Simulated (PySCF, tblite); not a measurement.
# C₆H₁₁BO₃: geometry, infrared bands and NMR shifts

Aim: predict the infrared bands and NMR shifts of C₆H₁₁BO₃ (`C=C(CC(C)=O)B(O)OC`).

The runs use tblite 0.8.0 and PySCF 2.14.0, with density-fitted response routines of our own; the level of theory stands in each step. All values are computed, except where a source is named. Atoms are numbered from 0 throughout.

## Step 1: The starting structure

21 atoms, charge 0, multiplicity 1; geometry from: force field or distance geometry start.

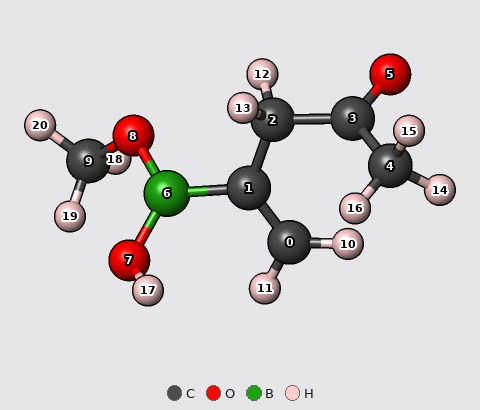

The starting geometry (carbon dark grey, oxygen red, boron green, hydrogen pink), atoms numbered.

## Step 2: Optimising the geometry with GFN2-xTB

What the job is given:

```
{"job": {"kind": "relax", "xc": "GFN2-xTB", "basis": "xTB"}, "charge": 0, "multiplicity": 1}
C     -0.350800     0.032700    -1.385500
C     -0.024300     0.091000    -0.121400
C     -0.888600    -0.292000     1.029800
C     -2.234300    -0.795400     0.580400
C     -3.250300     0.043100    -0.081800
O     -2.534600    -1.996400     0.786700
B      1.417500     0.575800     0.236400
O      2.029800     1.652500    -0.502300
O      2.233700    -0.249000     1.113700
C      3.532100    -0.367900     0.658100
H     -1.341100    -0.294000    -1.743000
H      0.384900     0.334100    -2.117100
H     -0.423700    -1.155500     1.564500
H     -1.002500     0.544000     1.771900
H     -3.692300    -0.474700    -0.979000
H     -4.089900     0.182600     0.654600
H     -2.861000     1.045100    -0.366700
H      1.391900     2.326400    -0.840900
H      3.679900    -1.335500     0.147300
H      3.834500     0.437100    -0.034300
H      4.180300    -0.286900     1.569100
```

Launch:

```sh
OMP_NUM_THREADS=1 python probes_run.py task.json out
```

This one command runs all jobs of the session in turn.

What it wrote:

```text
step      E/eV     max force
  0    -867.61939    3.887
  1    -867.99315    4.253
  2    -868.17381    1.161
  3    -868.23554    0.890
  4    -868.29034    0.556
  5    -868.31465    0.466
  6    -868.34437    0.356
  7    -868.36465    0.337
  8    -868.38767    0.328
  9    -868.40720    0.389
 10    -868.42468    0.318
 11    -868.43874    0.274
 12    -868.44903    0.210
 13    -868.45615    0.191
 14    -868.46101    0.180
 15    -868.46585    0.175
 16    -868.47192    0.215
 17    -868.47879    0.210
 18    -868.48557    0.199
 19    -868.49231    0.190
 20    -868.49907    0.186
 21    -868.50507    0.142
 22    -868.50955    0.135
 23    -868.51348    0.147
 24    -868.51788    0.144
 25    -868.52255    0.145
 26    -868.52720    0.172
 27    -868.53220    0.160
 28    -868.53768    0.157
 29    -868.54301    0.155
 30    -868.54738    0.148
 31    -868.55075    0.193
 32    -868.55401    0.153
 33    -868.55773    0.155
 34    -868.56213    0.140
 35    -868.56359    0.092
 36    -868.56605    0.100
 37    -868.56781    0.094
 38    -868.56981    0.118
 39    -868.57138    0.104
 40    -868.57287    0.078
 41    -868.57431    0.075
 42    -868.57562    0.063
 43    -868.57664    0.071
 44    -868.57753    0.073
 45    -868.57858    0.081
 46    -868.58004    0.093
 47    -868.58193    0.107
 48    -868.58399    0.105
 49    -868.58598    0.100
 50    -868.58787    0.123
 51    -868.58982    0.096
 52    -868.59182    0.138
 53    -868.59374    0.139
 54    -868.59549    0.141
 55    -868.59710    0.116
 56    -868.59827    0.100
 57    -868.59956    0.093
 58    -868.60080    0.091
 59    -868.60224    0.125
 60    -868.60395    0.114
 61    -868.60583    0.113
 62    -868.60777    0.120
 63    -868.60964    0.157
 64    -868.61206    0.150
 65    -868.61520    0.186
 66    -868.62058    0.240
 67    -868.62449    0.188
 68    -868.62816    0.146
 69    -868.62978    0.207
 70    -868.63193    0.159
 71    -868.63377    0.122
 72    -868.63616    0.094
 73    -868.63812    0.139
 74    -868.63974    0.133
 75    -868.64159    0.085
 76    -868.64328    0.095
 77    -868.64498    0.118
 78    -868.64707    0.220
 79    -868.64879    0.126
 80    -868.65054    0.098
 81    -868.65140    0.067
 82    -868.65247    0.091
 83    -868.65326    0.123
 84    -868.65432    0.097
 85    -868.65543    0.081
 86    -868.65668    0.108
 87    -868.65837    0.160
 88    -868.66050    0.116
 89    -868.66306    0.147
 90    -868.66552    0.103
 91    -868.66764    0.129
 92    -868.66871    0.106
 93    -868.66983    0.090
 94    -868.67074    0.062
 95    -868.67194    0.071
 96    -868.67287    0.095
 97    -868.67405    0.086
 98    -868.67500    0.094
 99    -868.67587    0.088
100    -868.67665    0.064
101    -868.67724    0.043
102    -868.67760    0.047
103    -868.67783    0.038
104    -868.67805    0.034
105    -868.67843    0.045
106    -868.67887    0.045
107    -868.67926    0.044
108    -868.67960    0.049
109    -868.67992    0.040
110    -868.68024    0.035
111    -868.68054    0.044
112    -868.68084    0.032
113    -868.68111    0.036
114    -868.68139    0.042
115    -868.68168    0.053
116    -868.68201    0.046
117    -868.68234    0.036
118    -868.68268    0.036
119    -868.68304    0.045
120    -868.68332    0.055
121    -868.68391    0.073
122    -868.68450    0.057
123    -868.68549    0.057
124    -868.68599    0.060
125    -868.68666    0.075
126    -868.68752    0.064
127    -868.68796    0.104
128    -868.68866    0.073
129    -868.68943    0.080
130    -868.69042    0.072
131    -868.69095    0.073
132    -868.69134    0.068
133    -868.69190    0.096
134    -868.69282    0.086
135    -868.69365    0.079
136    -868.69453    0.081
137    -868.69518    0.076
138    -868.69588    0.110
139    -868.69659    0.097
140    -868.69720    0.103
141    -868.69781    0.074
142    -868.69830    0.047
143    -868.69875    0.040
144    -868.69920    0.044
145    -868.69960    0.042
146    -868.69987    0.039
147    -868.70010    0.041
148    -868.70038    0.047
149    -868.70074    0.073
150    -868.70121    0.069
151    -868.70178    0.085
152    -868.70259    0.074
153    -868.70330    0.059
154    -868.70422    0.055
155    -868.70487    0.062
156    -868.70544    0.050
157    -868.70598    0.081
158    -868.70694    0.102
159    -868.70790    0.092
160    -868.70919    0.073
161    -868.71051    0.086
162    -868.71176    0.104
163    -868.71190    0.222
164    -868.71393    0.144
165    -868.71439    0.084
166    -868.71536    0.061
167    -868.71611    0.069
168    -868.71658    0.051
169    -868.71702    0.045
170    -868.71723    0.064
171    -868.71749    0.060
172    -868.71771    0.040
173    -868.71788    0.026
174    -868.71798    0.034
175    -868.71806    0.038
176    -868.71814    0.027
177    -868.71825    0.023
178    -868.71834    0.029
179    -868.71846    0.029
180    -868.71859    0.026
181    -868.71878    0.028
182    -868.71898    0.033
183    -868.71918    0.030
184    -868.71933    0.044
185    -868.71946    0.042
186    -868.71959    0.029
187    -868.71977    0.034
188    -868.71987    0.025
189    -868.72000    0.031
190    -868.72022    0.029
191    -868.72052    0.051
192    -868.72099    0.050
193    -868.72029    0.338
194    -868.72213    0.100
195    -868.72310    0.055
196    -868.72091    0.526
197    -868.72524    0.045
198    -868.72686    0.045
199    -868.72380    0.877
200    -868.72937    0.062
201    -868.73079    0.078
202    -868.72515    0.838
203    -868.73246    0.125
204    -868.73337    0.154
205    -868.73252    0.694
206    -868.73589    0.160
207    -868.73702    0.195
208    -868.73806    0.521
209    -868.74186    0.188
210    -868.74310    0.086
211    -868.74431    0.225
212    -868.74529    0.068
213    -868.74582    0.057
214    -868.74755    0.100
215    -868.74827    0.160
216    -868.74974    0.120
217    -868.75258    0.094
218    -868.75461    0.108
219    -868.75603    0.145
220    -868.75685    0.136
221    -868.75608    0.307
222    -868.75913    0.086
223    -868.76013    0.087
224    -868.76149    0.101
225    -868.76331    0.107
226    -868.76433    0.083
227    -868.76558    0.086
228    -868.76704    0.095
229    -868.76744    0.160
230    -868.76897    0.085
231    -868.76992    0.069
232    -868.77130    0.078
233    -868.77189    0.044
234    -868.77237    0.044
235    -868.77270    0.049
236    -868.77295    0.042
237    -868.77321    0.037
238    -868.77341    0.027
239    -868.77350    0.025
240    -868.77357    0.021
241    -868.77364    0.025
242    -868.77370    0.023
243    -868.77376    0.026
244    -868.77382    0.027
245    -868.77388    0.033
246    -868.77394    0.033
247    -868.77400    0.032
248    -868.77405    0.026
249    -868.77410    0.018
250    -868.77413    0.012
251    -868.77416    0.013
252    -868.77418    0.013
253    -868.77421    0.013
254    -868.77424    0.013
255    -868.77427    0.013
256    -868.77431    0.020
257    -868.77436    0.022
258    -868.77441    0.027
259    -868.77445    0.020
260    -868.77447    0.021
261    -868.77450    0.012
262    -868.77452    0.011
263    -868.77454    0.012
264    -868.77457    0.011
265    -868.77462    0.012
266    -868.77469    0.015
267    -868.77478    0.019
268    -868.77489    0.027
269    -868.77501    0.026
270    -868.77515    0.035
271    -868.77529    0.035
272    -868.77546    0.031
273    -868.77562    0.037
274    -868.77573    0.025
275    -868.77585    0.031
276    -868.77597    0.024
277    -868.77604    0.014
278    -868.77608    0.022
279    -868.77611    0.014
280    -868.77613    0.019
281    -868.77614    0.013
282    -868.77615    0.014
283    -868.77616    0.008
```

It took 2 s on 1 thread of Arm Neoverse V2, shared host; peak memory 0.18 GiB.

Along the way: (not every step is listed)

| step | energy from step 0 (eV) | largest force (eV/Å) |
| --- | --- | --- |
| 0 | 0.0000 | 3.8872 |
| 1 | -0.3738 | 4.2533 |
| 2 | -0.5544 | 1.1612 |
| 3 | -0.6162 | 0.8901 |
| 4 | -0.6710 | 0.5560 |
| 5 | -0.6953 | 0.4660 |
| 6 | -0.7250 | 0.3559 |
| 7 | -0.7453 | 0.3369 |
| 8 | -0.7683 | 0.3275 |
| 35 | -0.9442 | 0.0920 |
| 62 | -0.9884 | 0.1200 |
| 89 | -1.0437 | 0.1471 |
| 116 | -1.0626 | 0.0463 |
| 143 | -1.0794 | 0.0404 |
| 170 | -1.0978 | 0.0638 |
| 197 | -1.1059 | 0.0451 |
| 224 | -1.1421 | 0.1013 |
| 251 | -1.1548 | 0.0126 |
| 278 | -1.1567 | 0.0218 |
| 279 | -1.1567 | 0.0142 |
| 280 | -1.1567 | 0.0188 |
| 281 | -1.1568 | 0.0129 |
| 282 | -1.1568 | 0.0139 |
| 283 | -1.1568 | 0.0077 |

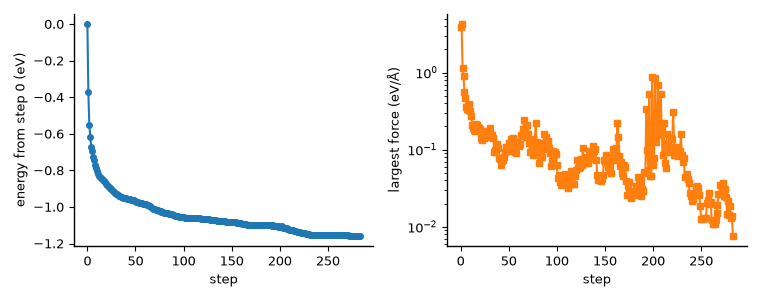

Energy and largest force along the relaxation.

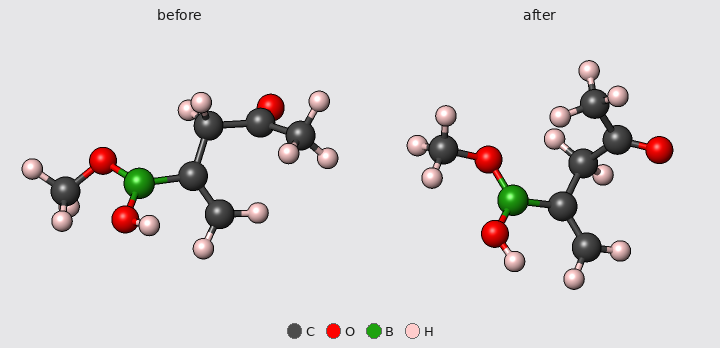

Before and after, at one scale.

Close pairs (by a distance rule), those that changed most:

| bond | before (Å) | after (Å) | change (Å) |
| --- | --- | --- | --- |
| B6–O8 | 1.455 | 1.350 | -0.105 |
| B6–O7 | 1.442 | 1.361 | -0.081 |
| C3–O5 | 1.255 | 1.205 | -0.050 |
| C4–H14 | 1.126 | 1.087 | -0.039 |
| C4–H15 | 1.125 | 1.089 | -0.036 |
| C2–H13 | 1.124 | 1.088 | -0.036 |
| O7–H17 | 0.988 | 0.955 | -0.033 |
| C3–C4 | 1.474 | 1.505 | +0.030 |

The end geometry stands in the next job.

## Step 3: Infrared spectrum with GFN2-xTB

What the job is given:

```
{"job": {"kind": "ir", "xc": "GFN2-xTB", "basis": "xTB"}, "charge": 0, "multiplicity": 1}
C     -0.274963    -0.427949    -2.348860
C     -0.030771    -0.487588    -1.041948
C     -0.909439    -1.362113    -0.170815
C     -2.126428    -0.529017     0.185800
C     -1.960171     0.321590     1.415908
O     -3.128499    -0.535205    -0.482723
B      1.135572     0.334277    -0.346726
O      1.842653     1.304741    -0.988323
O      1.415017     0.032109     0.938957
C      2.444501     0.651437     1.679235
H     -1.072086    -0.990319    -2.807967
H      0.308828     0.183407    -3.019303
H     -1.234059    -2.240980    -0.728668
H     -0.364055    -1.649635     0.725160
H     -2.720132     1.098107     1.450365
H     -2.069398    -0.315986     2.292355
H     -0.964134     0.754319     1.436555
H      1.579928     1.470332    -1.891673
H      3.166593    -0.112681     1.974599
H      2.945767     1.421729     1.093090
H      2.006356     1.096370     2.575556
```

What it wrote:

```text
mode    cm-1     km/mol
  1      -5.5      0.18
  2      20.7      0.58
  3      25.6      4.20
  4      67.5      4.51
  5     111.3      0.83
  6     123.9      0.19
  7     148.2      1.17
  8     164.2      7.72
  9     258.0      8.99
 10     307.5      3.01
 11     349.9     10.63
 12     400.3      3.54
 13     400.9      2.80
 14     493.2      0.43
 15     513.2     14.76
 16     526.5     53.88
 17     551.8     48.49
 18     638.7     85.92
 19     687.6      9.15
 20     712.4      3.75
 21     853.4      3.57
 22     908.7     30.96
 23     911.3    127.87
 24     932.6      2.78
 25     955.4     44.36
 26     999.8     18.70
 27    1021.8     23.33
 28    1045.0     19.42
 29    1103.0     63.93
 30    1132.6      1.67
 31    1143.4     26.30
 32    1155.3    239.58
 33    1194.4    162.05
 34    1235.8     55.94
 35    1261.6    105.16
 36    1288.5    399.81
 37    1365.7     42.94
 38    1405.9     18.28
 39    1415.3      2.91
 40    1443.2      6.05
 41    1454.2      7.98
 42    1456.3     12.73
 43    1469.1      6.12
 44    1472.0      6.13
 45    1665.4     28.76
 46    1772.2    336.24
 47    2961.5     31.29
 48    2972.0     35.47
 49    2994.9     22.61
 50    2996.0     18.20
 51    3015.0      4.40
 52    3027.1     12.04
 53    3046.8      9.64
 54    3060.3      9.10
 55    3079.6     35.33
 56    3104.2     33.91
 57    3649.5     22.12
```

Wall time 0.76 s (1 thread of Arm Neoverse V2, shared host); peak memory 0.18 GiB.

The strongest bands and the atoms that carry them (share of the mass-weighted mode):

| cm⁻¹ | km/mol | atoms |
| --- | --- | --- |
| 639 | 85.9 | C1 32 %, B6 28 % |
| 911 | 127.9 | H17 45 % |
| 1103 | 63.9 | H13 30 %, H12 11 % |
| 1155 | 239.6 | B6 22 %, H12 13 %, H13 10 % |
| 1194 | 162.1 | C3 55 %, H12 13 % |
| 1262 | 105.2 | C1 37 %, B6 33 % |
| 1288 | 399.8 | B6 53 %, O8 25 % |
| 1772 | 336.2 | C3 62 %, O5 36 % |

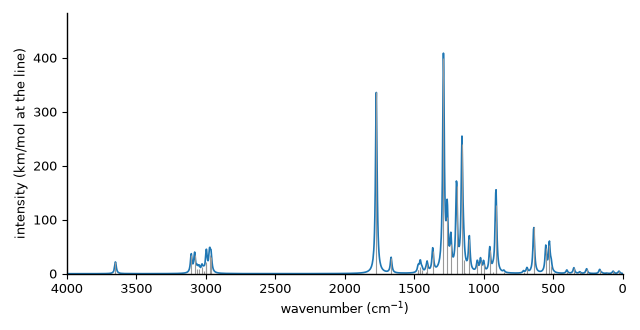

The infrared spectrum from these modes, unscaled. Lines are broadened to a width of 14 cm⁻¹ (Lorentzian).

## Step 4: NMR shieldings: PBE0/pcSseg-1

The job, as its differences from that of step 3:

```diff
@@ -1,2 +1,2 @@
-{"job": {"kind": "ir", "xc": "GFN2-xTB", "basis": "xTB"}, "charge": 0, "multiplicity": 1}
+{"job": {"kind": "nmr", "xc": "PBE0", "basis": "pcSseg-1"}, "charge": 0, "multiplicity": 1}
 C     -0.274963    -0.427949    -2.348860
```

Method: GIAO PBE0/pcSseg-1 NMR shielding, non-relativistic, gas phase.

What it wrote:

```text
coarse grid: 17680 points
cycle   1  E = -484.9369083190  dE =  1.440e+00  |g| = 1.095e+00  |ddm| = 3.980e+00
cycle   2  E = -484.4955958766  dE =  4.413e-01  |g| = 1.893e+00  |ddm| = 2.461e+00
cycle   3  E = -485.1454321720  dE = -6.498e-01  |g| = 3.091e-01  |ddm| = 1.865e+00
cycle   4  E = -485.1641385192  dE = -1.871e-02  |g| = 8.986e-02  |ddm| = 2.911e-01
cycle   5  E = -485.1653705887  dE = -1.232e-03  |g| = 3.340e-02  |ddm| = 7.768e-02
cycle   6  E = -485.1656111774  dE = -2.406e-04  |g| = 8.142e-03  |ddm| = 2.726e-02
cycle   7  E = -485.1656246544  dE = -1.348e-05  |g| = 3.358e-03  |ddm| = 8.443e-03
cycle   8  E = -485.1656269824  dE = -2.328e-06  |g| = 7.033e-04  |ddm| = 2.940e-03
final grid: 171176 points
cycle   9  E = -485.2540614082  dE = -4.952e-05  |g| = 1.488e-02  |ddm| = 3.723e-02
cycle  10  E = -485.2539774166  dE =  8.399e-05  |g| = 2.591e-02  |ddm| = 2.720e-02
cycle  11  E = -485.2541033968  dE = -1.260e-04  |g| = 3.541e-03  |ddm| = 1.933e-02
cycle  12  E = -485.2541058005  dE = -2.404e-06  |g| = 5.090e-04  |ddm| = 2.667e-03
cycle  13  E = -485.2541058418  dE = -4.128e-08  |g| = 2.119e-04  |ddm| = 5.181e-04
cycle  14  E = -485.2541058510  dE = -9.179e-09  |g| = 5.928e-05  |ddm| = 1.988e-04
cycle  15  E = -485.2541058517  dE = -6.625e-10  |g| = 2.030e-05  |ddm| = 5.314e-05
converged SCF energy = -485.2541058517

GIAO shielding tensors (ppm)
atom      isotropic    diamagn.    paramagn.     s11        s22        s33       span
  0 C       49.781     255.197    -205.416    -70.042     62.363    157.021    227.063
  1 C       38.545     263.889    -225.344    -78.114     26.367    167.381    245.495
  2 C      134.780     251.136    -116.355    108.935    135.013    160.393     51.458
  3 C      -23.081     252.048    -275.129   -113.174    -57.070    101.001    214.175
  4 C      154.384     253.219     -98.835    135.997    138.619    188.535     52.538
  5 O     -314.799     397.823    -712.622   -858.764   -404.878    319.247   1178.010
  6 B       76.260     198.162    -121.902     62.415     74.491     91.874     29.460
  7 O      229.784     388.656    -158.871    104.264    258.365    326.724    222.461
  8 O      235.439     399.497    -164.057    106.703    246.796    352.819    246.116
  9 C      133.870     240.574    -106.704    103.023    115.094    183.494     80.471
 10 H       25.468      32.379      -6.910     22.174     24.242     29.988      7.814
 11 H       25.967      33.545      -7.577     22.943     24.789     30.170      7.228
 12 H       29.021      33.051      -4.030     26.258     27.573     33.232      6.974
 13 H       27.733      33.530      -5.797     25.451     28.121     29.626      4.176
 14 H       30.025      29.843       0.181     26.745     27.868     35.462      8.717
 15 H       29.593      29.391       0.202     26.869     28.415     33.495      6.626
 16 H       29.083      33.843      -4.760     24.549     28.540     34.160      9.610
 17 H       26.939      34.084      -7.145     19.921     24.890     36.004     16.083
 18 H       27.832      26.919       0.913     23.601     25.564     34.332     10.732
 19 H       26.891      27.461      -0.570     21.998     26.806     31.868      9.870
 20 H       27.849      27.930      -0.081     23.483     26.152     33.913     10.430
```

Run time: 51 s. Hardware: 1 thread of Arm Neoverse V2, shared host; peak memory 1.1 GiB.

The references, computed at this level on geometries of the same kind, shield at (ppm): 1H TMS 31.72, 13C TMS 186.9, 17O H2O 336.1, 11B BF3·OEt2 100.1. Their shielding less the atom's gives the shift. The references are single molecules in the gas phase, so shifts against H2O, NH3, PH3, H3PO4 or CFCl3 are not on the usual liquid scales and can be off by tens of ppm. Atoms listed in one row are averaged.

| atoms | environment | σ (ppm) | δ (ppm) | δ scaled to CDCl3 |
| --- | --- | --- | --- | --- |
| C3 | ketone carbonyl carbon | -23.1 | 210.0 | 203.1 |
| C1 | fully substituted alkene carbon | 38.5 | 148.4 | 142.9 |
| C0 | terminal =CH2 carbon | 49.8 | 137.1 | 131.9 |
| C9 | methyl carbon bonded to O | 133.9 | 53.1 | 49.9 |
| C2 | sp3 CH2 α to a carbonyl | 134.8 | 52.1 | 49.0 |
| C4 | methyl carbon α to a carbonyl | 154.4 | 32.5 | 29.8 |
| H10 | hydrogen on a terminal =CH2 carbon | 25.47 | 6.25 | 6.00 |
| H11 | hydrogen on a terminal =CH2 carbon | 25.97 | 5.75 | 5.53 |
| H17 | hydrogen on an oxygen bonded to B | 26.94 | 4.78 | – |
| H18, H19, H20 | hydrogen on a methyl carbon bonded to O | 27.52 | 4.19 | 4.06 |
| H12, H13 | hydrogen on an sp3 CH2 α to a carbonyl | 28.38 | 3.34 | 3.25 |
| H14, H15, H16 | hydrogen on a methyl carbon α to a carbonyl | 29.57 | 2.15 | 2.13 |
| O5 | ketone oxygen | -314.8 | 650.9 | – |
| O7 | oxygen bonded to B, H | 229.8 | 106.3 | – |
| O8 | oxygen bonded to C, B | 235.4 | 100.6 | – |
| B6 | boron bonded to C, 2 O | 76.3 | 23.8 | – |

The scaled column applies a straight-line fit of computed shieldings to shifts measured in CDCl3 (root-mean-square error 0.16 ppm for H, 1.9 ppm for C).

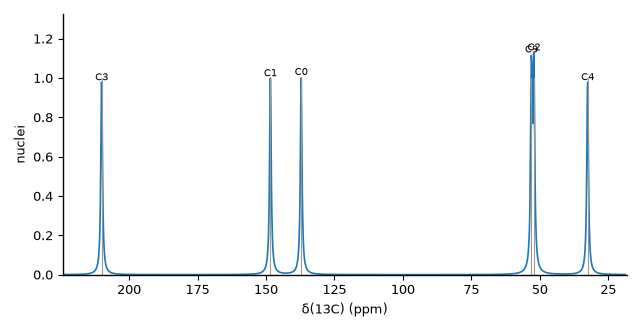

13C lines at the computed shifts, without couplings. Lines are broadened to a width of 0.71 ppm (Lorentzian).

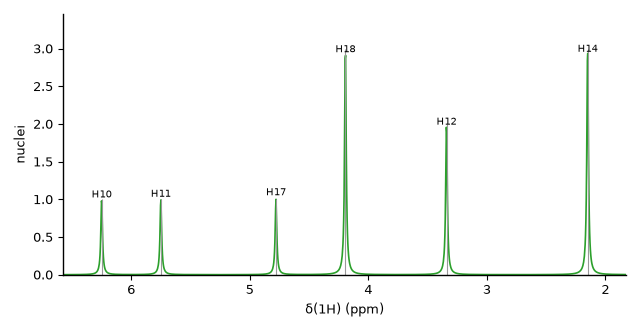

1H lines at the computed shifts, without couplings. Lines are broadened to a width of 0.02 ppm (Lorentzian).

The run also stored atomic charges by several schemes (e):

| atoms | Mulliken | IAO | Hirshfeld | ESP fit |
| --- | --- | --- | --- | --- |
| C0 | -0.06 | -0.28 | -0.09 | -0.41 |
| C1 | -0.54 | -0.13 | -0.07 | -0.13 |
| C2 | -0.14 | -0.32 | -0.09 | -0.35 |
| C3 | 0.15 | 0.41 | 0.17 | 0.71 |
| C4 | -0.27 | -0.48 | -0.13 | -0.63 |
| O5 | -0.35 | -0.42 | -0.25 | -0.52 |
| B6 | 0.69 | 0.46 | 0.23 | 0.63 |
| O7 | -0.41 | -0.55 | -0.25 | -0.69 |
| O8 | -0.53 | -0.40 | -0.16 | -0.28 |
| C9 | -0.02 | -0.20 | -0.03 | -0.23 |

Mulliken charges:

C0 -0.06; C1 -0.54; C2 -0.14; C3 0.15; C4 -0.27; O5 -0.35; B6 0.69; O7 -0.41; O8 -0.53; C9 -0.02; H10 0.12; H11 0.09; H12 0.14; H13 0.13; H14 0.13; H15 0.14; H16 0.14; H17 0.24; H18 0.12; H19 0.12; H20 0.11

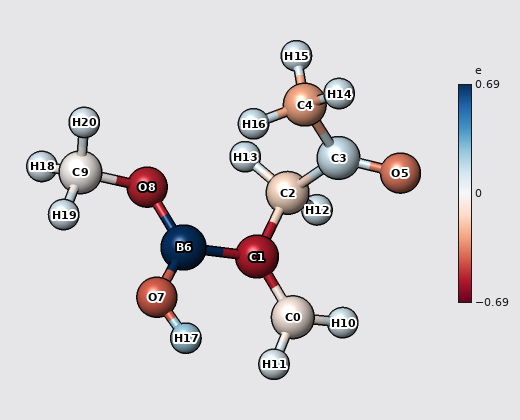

Mulliken charges, as colours on the atoms.

Mayer bond orders: C0–C1 1.97, C1–C2 1.03, C2–C3 0.95, C3–C4 1.00, C3–O5 2.03, C1–B6 0.86, B6–O7 1.22, B6–O8 1.15, O8–C9 0.89.

## Step 5: Summary of results

```
                                                              quantity                                      value
                             strongest single infrared mode (GFN2-xTB)                      1288 cm⁻¹, 400 km/mol
                                          zero-point energy (GFN2-xTB)                             103.6 kcal/mol
                                13C shifts against TMS (PBE0/pcSseg-1)  210.0, 148.4, 137.1, 53.1, 52.1, 32.5 ppm
1H shifts against TMS (PBE0/pcSseg-1, means over atoms taken as alike)     6.25, 5.75, 4.78, 4.19, 3.34, 2.15 ppm
                                17O shifts against H2O (PBE0/pcSseg-1)                    650.9, 106.3, 100.6 ppm
                           11B shifts against BF3·OEt2 (PBE0/pcSseg-1)                                   23.8 ppm
```

Over 283 steps the energy fell by 1.157 eV; of the close pairs, B6–O8 changed most, 1.455 to 1.350 Å. The lowest mode is slightly imaginary (6i cm⁻¹), a soft motion within the noise of the Hessian, so the minimum is not strictly shown. The strongest single mode, at 1288 cm⁻¹, moves mainly B6. GFN2-xTB is a fitted tight-binding method: band positions and strengths are rough. Its intensities can rank the bands wrongly. The most deshielded carbon is C3 (ketone carbonyl carbon), at 210.0 ppm: the double bond to the heteroatom, with no lone-pair donor beside it, deshields it most. At PBE0/pcSseg-1: The largest span, 1178 ppm, is at O5, where the paramagnetic term is -713 ppm.
